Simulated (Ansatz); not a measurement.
# The perfect Pt wire along [110], 4 atoms a period

Aim: is the Pt wire along [110], 4 atoms a period a metal or a semiconductor?

Method: DFT PBE, plane waves, PAW; relaxation of a wire's period; PAW set soft_1, in the first sound run; inputs show where later runs differ, in Ansatz 0.2.0.

### 1. Starting point

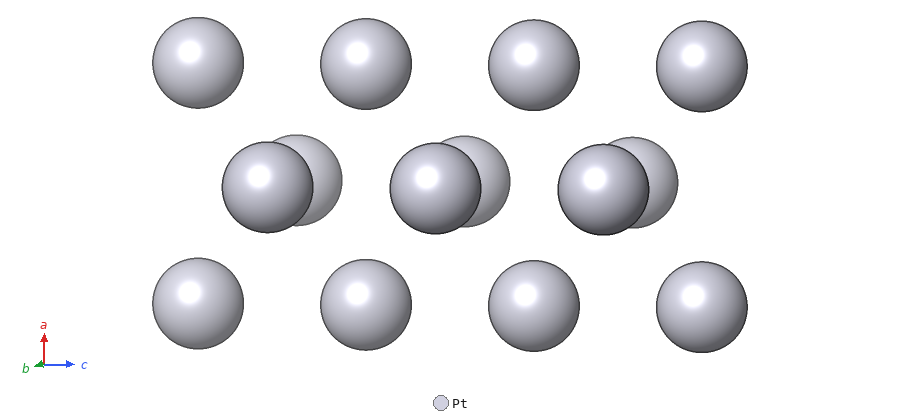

The starting structure, seen from the side, with the c axis across the page (platinum light grey). 1×1×3 cells are drawn. Some periodic images of atoms are drawn too.

The cell holds 4 atoms: 4 Pt. Cell: a = 10.770 Å, b = 9.607 Å, c = 2.807 Å, α = 90.0°, β = 90.0°, γ = 90.0°. Vacuum lies along a and b. The structure's axis is c.

As a file:

```cif
data_structure
_symmetry_space_group_name_H-M 'P 1'
_symmetry_Int_Tables_number 1
_cell_length_a 10.7700
_cell_length_b 9.6070
_cell_length_c 2.8072
_cell_angle_alpha 90.000
_cell_angle_beta 90.000
_cell_angle_gamma 90.000
_cell_volume 290.46
loop_
_atom_site_label
_atom_site_type_symbol
_atom_site_fract_x
_atom_site_fract_y
_atom_site_fract_z
_atom_site_occupancy
Pt1 Pt 0.31569 0.50001 0.00000 1
Pt2 Pt 0.68431 0.50001 0.00000 1
Pt3 Pt 0.50000 0.35391 0.50000 1
Pt4 Pt 0.50000 0.64611 0.50000 1
```

### 2. The relaxed wire

Band widths follow the bond lengths, so the wire is relaxed first. The atoms and the third cell vector are free; the box across stays fixed as vacuum. A Fermi-Dirac smearing is set since the result may be a metal. The pressure printed is a third of the stress's trace over the whole box, vacuum included; only the stress along the axis is relaxed.

Contents of input.yaml:

```yaml
crystal:
  lattice:
    - [10.77, 0.0, 0.0]
    - [0.0, 9.607, 0.0]
    - [0.0, 0.0, 2.8072139213]
  atoms:
    - { symbol: Pt, position: [0.315691736, 0.500011134, 0.0] }
    - { symbol: Pt, position: [0.684308264, 0.500011134, 0.0] }
    - { symbol: Pt, position: [0.5, 0.353908608, 0.5] }
    - { symbol: Pt, position: [0.5, 0.646113659, 0.5] }
kpoints:
  mp_grid: { grid: [1, 1, 29] }
scf:
  occupations: { method: fermi_dirac, width: 0.05 }
hamiltonian:
  xc: pbe
  pseudopotentials: { kind: paw, azcp: { folder: soft_1 } }
relax:
  cell: { fix: [a, b, alpha, beta, gamma] }
  max_steps: 45
  f_tol: 0.03
```

Run with:

```
ansatz run input.yaml --threads 4 --pin off --max-ram 16384MiB --backend cpu --events-out ev --progress --plain --runs-dir out
```

Numbers of over 12 decimals in the logs are rounded to 6 here.

Log:

```text
Engine: ansatz 0.2.0, aarch64-unknown-linux-gnu
Pseudopotentials: kind: paw
Pseudopotential: Pt, paw, valence charge 18, recommended cutoff 420 eV (normal), soft_1/Pt.paw.azcp
Functional definition: PBE
  parameter kappa = 0.804
  parameter beta = 0.066725
  exchange = pbe_x(kappa = kappa, mu = beta*pi^2/3)
  correlation = pbe_c(beta = beta)
Crystal: 4 atoms, lattice volume = 290.455 Å³
Basis set: ecut = 420 eV, 5719 PW (Γ), exchange–correlation on 144×144×40 points (8 copies of the dense FFT grid, shifted against one another)
Bands: 44, of which v1, the nominal top of the filled ones, is band 36 counted from 1 (35 counted from 0)
Symmetry: 8 space group operations
Space group: Pmmm (ITA 47), of the structure as read, at distance tolerance 6.6e-5 Å
k-points: 15 of 29
Non-local potential: Pt, projectors of the file, l = 0: 3, l = 1: 2, l = 2: 2, l = 3: 1
PAW form: soft (Blöchl's): semilocal exchange-correlation on the pseudo side does not see the compensation charge
PAW one-centre angular grid: Pt, 590 points (default); XC on 64 Gauss nodes
Initial density: superposition of atomic densities (neutral atoms: chi_scale 0, normalization atom)
Initial wavefunctions: pseudopotential atomic-orbital guess
Functional: x = pbe(κ = 0.804, μ = 0.219515), c = pbe(β = 0.066725)
SCF iter   1: F=—  HF=-50093.645870 eV  |F-HF|=—  |Δ(HF+E_count)|=         —  Δρ=3.26e-2  dr2=3.30e0  ethr=3.10e-3  ⟨swp⟩=7.1  Hψ=2709  notcnv=0
preconditioner: auto → LDOS  [metal: Δε(μ)=0.018 eV  Ē_g=5.430 eV  σ=0.050 eV  W_gap=0.09  n_scr=36 (ndim 8)  ℏωp=13.8 eV  f_vac=0.639  D(μ)=12.06/eV (n_scr^D=106)  β→1.0]
SCF iter   2: F=—  HF=-50093.712763 eV  |F-HF|=—  |Δ(HF+E_count)|=   6.69e-2  Δρ=2.68e-2  dr2=4.21e0  ethr=3.10e-3  ⟨swp⟩=3.1  Hψ=1737  notcnv=0  defer=19
SCF iter   3: F=—  HF=-50092.691330 eV  |F-HF|=—  |Δ(HF+E_count)|=    1.02e0  Δρ=5.11e-3  dr2=9.93e-2  ethr=3.10e-3  ⟨swp⟩=2.9  Hψ=1414  notcnv=0  defer=21
SCF iter   4: F=—  HF=-50092.683349 eV  |F-HF|=—  |Δ(HF+E_count)|=   7.98e-3  Δρ=2.20e-3  dr2=2.98e-2  ethr=1.38e-4  ⟨swp⟩=2.1  Hψ=1163  notcnv=0  defer=22
SCF iter   5: F=—  HF=-50092.682104 eV  |F-HF|=—  |Δ(HF+E_count)|=   1.25e-3  Δρ=1.05e-3  dr2=7.85e-3  ethr=4.13e-5  ⟨swp⟩=2.1  Hψ=847  notcnv=0  defer=22
SCF iter   6: F=—  HF=-50092.681953 eV  |F-HF|=—  |Δ(HF+E_count)|=   1.50e-4  Δρ=4.92e-4  dr2=1.73e-3  ethr=1.09e-5  ⟨swp⟩=1.5  Hψ=647  notcnv=0  defer=22
SCF iter   7: F=—  HF=-50092.681870 eV  |F-HF|=—  |Δ(HF+E_count)|=   8.28e-5  Δρ=2.82e-4  dr2=4.83e-4  ethr=2.41e-6  ⟨swp⟩=1.9  Hψ=803  notcnv=0  defer=22
SCF iter   8: F=—  HF=-50092.681864 eV  |F-HF|=—  |Δ(HF+E_count)|=   5.97e-6  Δρ=1.15e-4  dr2=8.40e-5  ethr=6.70e-7  ⟨swp⟩=1.4  Hψ=654  notcnv=0  defer=22
SCF iter   9: F=—  HF=-50092.681947 eV  |F-HF|=—  |Δ(HF+E_count)|=   8.25e-5  Δρ=2.88e-5  dr2=4.99e-6  ethr=1.17e-7  ⟨swp⟩=1.7  Hψ=733  notcnv=0  defer=22
SCF iter  10: F=—  HF=-50092.681947 eV  |F-HF|=—  |Δ(HF+E_count)|=   9.48e-8  Δρ=8.10e-6  dr2=2.44e-7  ethr=6.93e-9  ⟨swp⟩=2.0  Hψ=846  notcnv=0  defer=22
SCF iter  11: F=-50092.681947 eV  HF=-50092.681947 eV  |F-HF|=1.87e-8  |Δ(HF+E_count)|=   8.49e-8  Δρ=3.21e-6  dr2=2.95e-8  ethr=1.39e-10  ⟨swp⟩=5.0  Hψ=2392  notcnv=0
SCF 1 converged in 11 iterations: F = -50092.681947 eV  dr2 = 2.95e-8
  greatest PAW one-centre occupation: 1.000 electrons in one spin orbital (limit 2), on the Pt atom at site 3 (counted from 0), in its partial waves of l = 0
relax step   1: F+E_penalty+E_count = -50092.68194703 eV  Δ(F+E_penalty+E_count) = +0.000e0 eV  max|allowed force component| = 1.225e0 eV/Å  Δτ_max = 0.0000 Å  P = -3.983 GPa  Ω = 290.455 Å³  fix = [a, b, alpha, beta, gamma]  reactions: a -2.649, b -1.353 GPa  (11 SCF iters, dr2 threshold 1.00e-7 eV, accepted)
Crystal: 4 atoms, lattice volume = 276.298 Å³
Basis set: ecut = 420 eV, 5431 PW (Γ), exchange–correlation on 144×144×40 points (8 copies of the dense FFT grid, shifted against one another)
Initial density: handed on by an earlier stage of this run
Initial wavefunctions: those handed on with the density
iter 1 solved again at ethr=5.22e-4 eV; its pass at ethr=3.10e-3 eV (dr2=3.76e-1 eV) is discarded
SCF iter   1: F=—  HF=-50093.188638 eV  |F-HF|=—  |Δ(HF+E_count)|=         —  Δρ=1.00e-2  dr2=3.74e-1  ethr=5.22e-4  ⟨swp⟩=1.5  Hψ=3254  notcnv=0
preconditioner: auto → LDOS  [metal: Δε(μ)=0.011 eV  Ē_g=6.267 eV  σ=0.050 eV  W_gap=0.06  n_scr=36 (ndim 8)  ℏωp=14.1 eV  f_vac=0.656  D(μ)=11.58/eV (n_scr^D=98)  β→1.0]
SCF iter   2: F=—  HF=-50093.170264 eV  |F-HF|=—  |Δ(HF+E_count)|=   1.84e-2  Δρ=7.69e-3  dr2=1.97e-1  ethr=5.20e-4  ⟨swp⟩=3.0  Hψ=1109  notcnv=0
SCF iter   3: F=—  HF=-50093.142451 eV  |F-HF|=—  |Δ(HF+E_count)|=   2.78e-2  Δρ=2.35e-3  dr2=3.63e-2  ethr=2.74e-4  ⟨swp⟩=2.5  Hψ=1119  notcnv=0  defer=2
SCF iter   4: F=—  HF=-50093.139398 eV  |F-HF|=—  |Δ(HF+E_count)|=   3.05e-3  Δρ=1.28e-3  dr2=1.05e-2  ethr=5.05e-5  ⟨swp⟩=2.0  Hψ=1088  notcnv=0  defer=9
SCF iter   5: F=—  HF=-50093.138791 eV  |F-HF|=—  |Δ(HF+E_count)|=   6.07e-4  Δρ=6.39e-4  dr2=2.41e-3  ethr=1.46e-5  ⟨swp⟩=1.7  Hψ=695  notcnv=0  defer=11
SCF iter   6: F=—  HF=-50093.138708 eV  |F-HF|=—  |Δ(HF+E_count)|=   8.30e-5  Δρ=3.49e-4  dr2=7.15e-4  ethr=3.35e-6  ⟨swp⟩=2.1  Hψ=941  notcnv=0  defer=11
SCF iter   7: F=—  HF=-50093.138687 eV  |F-HF|=—  |Δ(HF+E_count)|=   2.07e-5  Δρ=1.05e-4  dr2=6.55e-5  ethr=9.94e-7  ⟨swp⟩=1.6  Hψ=715  notcnv=0  defer=11
SCF iter   8: F=—  HF=-50093.138770 eV  |F-HF|=—  |Δ(HF+E_count)|=   8.26e-5  Δρ=3.00e-5  dr2=4.96e-6  ethr=9.09e-8  ⟨swp⟩=1.9  Hψ=785  notcnv=0  defer=11
SCF iter   9: F=-50093.138770 eV  HF=-50093.138770 eV  |F-HF|=1.22e-9  |Δ(HF+E_count)|=   4.61e-7  Δρ=5.99e-6  dr2=8.78e-8  ethr=5.56e-10  ⟨swp⟩=4.1  Hψ=2920  notcnv=0
SCF 2 converged in 9 iterations: F = -50093.138770 eV  dr2 = 8.78e-8
relax step   2: F+E_penalty+E_count = -50093.13877011 eV  Δ(F+E_penalty+E_count) = -4.568e-1 eV  max|allowed force component| = 1.953e0 eV/Å  Δτ_max = 0.1408 Å  P = +1.388 GPa  Ω = 276.298 Å³  energy of the carried Pulay correction = +1.329e-3 eV  fix = [a, b, alpha, beta, gamma]  reactions: a +2.779, b +3.097 GPa  (9 SCF iters, dr2 threshold 4.00e-7 eV, accepted)
Crystal: 4 atoms, lattice volume = 267.638 Å³
Basis set: ecut = 420 eV, 5247 PW (Γ), exchange–correlation on 144×144×40 points (8 copies of the dense FFT grid, shifted against one another)
iter 1 solved again at ethr=5.53e-5 eV; its pass at ethr=3.10e-3 eV (dr2=3.98e-2 eV) is discarded
SCF iter   1: F=—  HF=-50093.493307 eV  |F-HF|=—  |Δ(HF+E_count)|=         —  Δρ=6.03e-3  dr2=3.92e-2  ethr=5.53e-5  ⟨swp⟩=2.2  Hψ=3329  notcnv=0
preconditioner: auto → LDOS  [metal: Δε(μ)=0.081 eV  Ē_g=6.300 eV  σ=0.050 eV  W_gap=0.36  n_scr=40 (ndim 8)  ℏωp=14.4 eV  f_vac=0.642  D(μ)=6.44/eV (n_scr^D=36)  β→1.0]
SCF iter   2: F=—  HF=-50093.497309 eV  |F-HF|=—  |Δ(HF+E_count)|=   4.00e-3  Δρ=3.36e-3  dr2=4.79e-2  ethr=5.45e-5  ⟨swp⟩=2.8  Hψ=1275  notcnv=0
SCF iter   3: F=—  HF=-50093.486382 eV  |F-HF|=—  |Δ(HF+E_count)|=   1.09e-2  Δρ=8.45e-4  dr2=5.25e-3  ethr=5.45e-5  ⟨swp⟩=2.1  Hψ=1102  notcnv=0
SCF iter   4: F=—  HF=-50093.485388 eV  |F-HF|=—  |Δ(HF+E_count)|=   9.93e-4  Δρ=3.12e-4  dr2=1.64e-4  ethr=7.30e-6  ⟨swp⟩=2.1  Hψ=1072  notcnv=0  defer=1
SCF iter   5: F=—  HF=-50093.485414 eV  |F-HF|=—  |Δ(HF+E_count)|=   2.57e-5  Δρ=7.83e-5  dr2=2.12e-5  ethr=2.28e-7  ⟨swp⟩=3.4  Hψ=1470  notcnv=0  defer=1
SCF iter   6: F=—  HF=-50093.485418 eV  |F-HF|=—  |Δ(HF+E_count)|=   4.11e-6  Δρ=2.71e-5  dr2=2.32e-6  ethr=2.94e-8  ⟨swp⟩=1.1  Hψ=685  notcnv=0  defer=1
SCF iter   7: F=-50093.485419 eV  HF=-50093.485420 eV  |F-HF|=2.25e-7  |Δ(HF+E_count)|=   1.74e-6  Δρ=8.13e-6  dr2=3.26e-7  ethr=5.56e-10  ⟨swp⟩=5.3  Hψ=2428  notcnv=0
SCF 3 converged in 7 iterations: F = -50093.485419 eV  dr2 = 3.26e-7
relax step   3: F+E_penalty+E_count = -50093.48541950 eV  Δ(F+E_penalty+E_count) = -3.466e-1 eV  max|allowed force component| = 3.412e-1 eV/Å  Δτ_max = 0.0858 Å  P = +0.112 GPa  Ω = 267.638 Å³  energy of the carried Pulay correction = +2.175e-3 eV  fix = [a, b, alpha, beta, gamma]  reactions: a +0.124, b +0.673 GPa  (7 SCF iters, dr2 threshold 4.00e-7 eV, accepted)
[...]
relax step   4: F+E_penalty+E_count = -50093.50443817 eV  Δ(F+E_penalty+E_count) = -1.902e-2 eV  max|allowed force component| = 1.847e-1 eV/Å  Δτ_max = 0.0418 Å  P = +0.395 GPa  Ω = 265.350 Å³  energy of the carried Pulay correction = +2.403e-3 eV  fix = [a, b, alpha, beta, gamma]  reactions: a +0.057, b +0.421 GPa  (7 SCF iters, dr2 threshold 4.00e-7 eV, accepted)
[...]
relax step   5: F+E_penalty+E_count = -50093.52758708 eV  Δ(F+E_penalty+E_count) = -2.315e-2 eV  max|allowed force component| = 2.095e-2 eV/Å  Δτ_max = 0.1397 Å  P = +0.198 GPa  Ω = 266.192 Å³  energy of the carried Pulay correction = +2.318e-3 eV  fix = [a, b, alpha, beta, gamma]  reactions: a +0.039, b +0.132 GPa  (8 SCF iters, dr2 threshold 4.00e-7 eV, accepted)
[...]
relax step   6: F+E_penalty+E_count = -50093.52918290 eV  Δ(F+E_penalty+E_count) = -1.596e-3 eV  max|allowed force component| = 7.619e-3 eV/Å  Δτ_max = 0.0347 Å  P = +0.050 GPa  Ω = 266.974 Å³  energy of the carried Pulay correction = +2.241e-3 eV  fix = [a, b, alpha, beta, gamma]  reactions: a +0.029, b +0.104 GPa  (8 SCF iters, dr2 threshold 4.00e-7 eV, accepted)
Basis set: ecut = 420 eV, 5235 PW (Γ), exchange–correlation on 144×144×36 points (8 copies of the dense FFT grid, shifted against one another)
Initial wavefunctions: pseudopotential atomic-orbital guess (no wavefunctions were taken with the density)
iter 1 solved again at ethr=2.78e-6 eV; its pass at ethr=3.10e-3 eV (dr2=2.01e-3 eV) is discarded
SCF iter   1: F=—  HF=-50093.524982 eV  |F-HF|=—  |Δ(HF+E_count)|=         —  Δρ=1.77e-4  dr2=1.40e-5  ethr=2.78e-6  ⟨swp⟩=3.0  Hψ=4383  notcnv=0
eigensolver tolerance schedule: the retry pair's looser diagonalisation over-reported the residual by 142.72 of it (diagonalisation noise at 0.15 of the residual, at the tolerance the schedule requests for it); recorded, not acted on — ethr = c·dr2/N_el stays at c = 1.0e-1
preconditioner: auto → LDOS  [metal: Δε(μ)=0.034 eV  Ē_g=6.337 eV  σ=0.050 eV  W_gap=0.17  n_scr=40 (ndim 8)  ℏωp=14.4 eV  f_vac=0.641  D(μ)=7.53/eV (n_scr^D=40)  β→1.0]
SCF iter   2: F=—  HF=-50093.524953 eV  |F-HF|=—  |Δ(HF+E_count)|=   2.92e-5  Δρ=4.80e-5  dr2=3.43e-6  ethr=1.94e-8  ⟨swp⟩=3.0  Hψ=1355  notcnv=0
SCF iter   3: F=—  HF=-50093.525236 eV  |F-HF|=—  |Δ(HF+E_count)|=   2.83e-4  Δρ=1.62e-5  dr2=1.09e-6  ethr=4.77e-9  ⟨swp⟩=2.3  Hψ=1222  notcnv=0
SCF iter   4: F=—  HF=-50093.525236 eV  |F-HF|=—  |Δ(HF+E_count)|=   2.49e-7  Δρ=5.48e-6  dr2=1.18e-7  ethr=1.52e-9  ⟨swp⟩=2.1  Hψ=1016  notcnv=0
SCF iter   5: F=—  HF=-50093.525236 eV  |F-HF|=—  |Δ(HF+E_count)|=   2.49e-8  Δρ=1.50e-6  dr2=4.67e-9  ethr=1.64e-10  ⟨swp⟩=2.0  Hψ=964  notcnv=0
SCF iter   6: F=—  HF=-50093.525236 eV  |F-HF|=—  |Δ(HF+E_count)|=  6.33e-10  Δρ=3.88e-7  dr2=8.10e-10  ethr=6.48e-12  ⟨swp⟩=2.1  Hψ=1056  notcnv=0
SCF iter   7: F=—  HF=-50093.525236 eV  |F-HF|=—  |Δ(HF+E_count)|=  7.28e-12  Δρ=1.58e-7  dr2=1.76e-10  ethr=1.13e-12  ⟨swp⟩=2.1  Hψ=917  notcnv=0
SCF iter   8: F=-50093.525236 eV  HF=-50093.525236 eV  |F-HF|=0.00e0  |Δ(HF+E_count)|=  4.37e-11  Δρ=7.16e-8  dr2=1.93e-11  ethr=1.00e-12  ⟨swp⟩=5.0  Hψ=2404  notcnv=0
SCF 7 converged in 8 iterations: F = -50093.525236 eV  dr2 = 1.93e-11
relax step   7: F+E_penalty+E_count = -50093.52523587 eV  Δ(F+E_penalty+E_count) = +3.947e-3 eV  max|allowed force component| = 8.570e-3 eV/Å  Δτ_max = 0.0000 Å  P = +0.058 GPa  Ω = 266.974 Å³  fix = [a, b, alpha, beta, gamma]  reactions: a +0.033, b +0.108 GPa  stress off target by 3.27e-2 GPa on what of the cell is left free  SCF on the basis re-selected at this cell (its energy is not comparable with the rows above)  (8 SCF iters)
basis re-selected at this cell: Δ(F+E_penalty+E_count) = +3.947e-3 eV, ΔP = +0.008 GPa vs the last step (what re-selecting the basis moved, of the pressure what is left beyond the Pulay correction that the steps carried, after the strain that the cell walked since its last selection, with what the two solves' SCF thresholds leave and, on support functions, any second-order correction that the steps lacked; it is no measure of the basis error at this ecutwfc). The dense FFT grid was sized anew with the basis: this SCF ran on 72×72×18 points, the steps before it on 72×72×20, so part of this shift can come from that change (see relax.cell in the input reference). [rest of the remark cut]
SCF converged after 8 iterations
Free energy (F): -50093.525236 eV
Harris-Foulkes:  -50093.525236 eV  (|F-HF|=0.00e0)
Internal energy: -50093.463442 eV  (E = F + TS)
E sigma→0 (E₀):  -50093.494339 eV
Entropy (-TS):   -0.061794 eV (-15.448 meV/atom)
Fermi energy:    1.012707 eV
--- Per-component energies (eV) ---
  E_band       = -2063.981020
  E_kinetic    = 2386.680469
  E_local      = -31668.062640  (includes V_loc(G=0)·N_el)
  E_nonlocal   = 818.089752
  E_hartree    = 14374.782560
  E_xc         = -923.003979
  E_vxc        = -1076.350040  (∫ρ·V_xc dr)
  E_paw        = -37937.331524  (= ΣΔE_a)
  E_vpaw       = -1273.908411  (= ΣTr[D̂ρ^β])
  E_aug_tail   = 0.004484  (compensation charges beyond the density's cutoff)
  E_ewald      = 2855.377435
  E_smearing   = -0.061794  (= −TS)
  E_closure    = -0.000000  (closes the sum)
  Σ components = -50093.525236   (vs F -50093.525236, Δ=0.00e0)
--- Forces (eV/Å), atoms counted from 1 ---
  atom   1  Pt    -0.00283503     0.00000000     0.00000000
  atom   2  Pt     0.00283503    -0.00000000    -0.00000000
  atom   3  Pt     0.00000000    -0.00856994     0.00000000
  atom   4  Pt     0.00000000     0.00856994     0.00000000
  max |Σ_I F_I| component: 4.34e-19 eV/Å
--- Stress (GPa, compression-positive) ---
        0.033071       0.000000      -0.000000
        0.000000       0.107941       0.000000
       -0.000000       0.000000       0.032709
  P = ⅓ Tr σ = 0.0579 GPa (0.579 kbar)
--- Relaxed structure (6 steps of the walk, 6 accepted, 1 SCFs on fresh bases) ---
  F+E_penalty+E_count = -50093.52523587 eV   max|allowed force component| = 8.570e-3 eV/Å   (the final SCF, on the basis selected at the relaxed cell)
  cell:  # Å, volume = 266.9743 Å³
    - [10.77, 0, 0]
    - [0, 9.607, 0]
    - [0, 0, 2.580275]
  atoms:
    - { symbol: Pt, position: [0.340623, 0.50001113375, 0] }
    - { symbol: Pt, position: [0.659377, 0.50001113375, 0] }
    - { symbol: Pt, position: [0.5, 0.330301, 0.5] }
    - { symbol: Pt, position: [0.5, 0.669722, 0.5] }
```

The job ended after 21 s (4 threads of Arm Neoverse V1, shared host; peak memory 0.66 GiB; 78 s of CPU time).

[end of part 1 of 2]

[Logs are printed without paths, hosts, clocks, repeated set-up lines and the standing remarks that a program may print on its own settings, such as how far it seeks lower states.]

[Hosts, paths, dates, database ids (printed as entryN), source tags and the programs' standing remarks are cut or masked in the printed files.]
